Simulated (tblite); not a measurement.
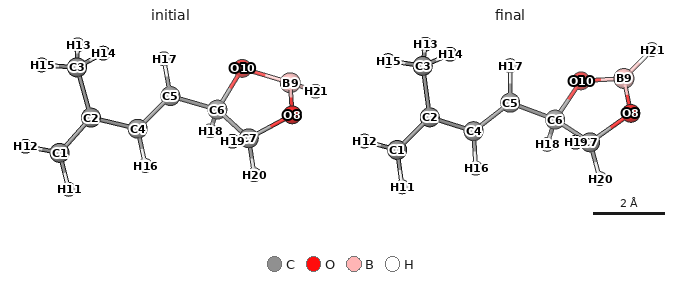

The structure of C7H11BO2 before (left) and after (right) a relaxation, at one scale.

The picture is a ball-and-stick view, seen from a free direction.

Method: GFN2-xTB geometry optimisation, gas phase in tblite. 

### Describe what moved and what it gained.

H21 moves most after the best rigid fit: 1.37 Å. Largest moves by element: H 1.37 Å, O 0.45 Å, C 0.30 Å, B 0.21 Å. Near-neighbour distances that change, for instance: B9–O10 1.445 → 1.355 Å, O8–B9 1.445 → 1.358 Å, C3–H13 1.120 → 1.089 Å, B9–H21 1.190 → 1.160 Å. Among the angles between lasting bonds that change: C6–O10–B9 100.3° → 109.2°, C7–O8–B9 101.2° → 108.7°, O10–B9–H21 116.2° → 123.5°. Groups turn about C6–O10 by about 20°. Over 82 geometry steps the energy falls by 148.3 kJ/mol.
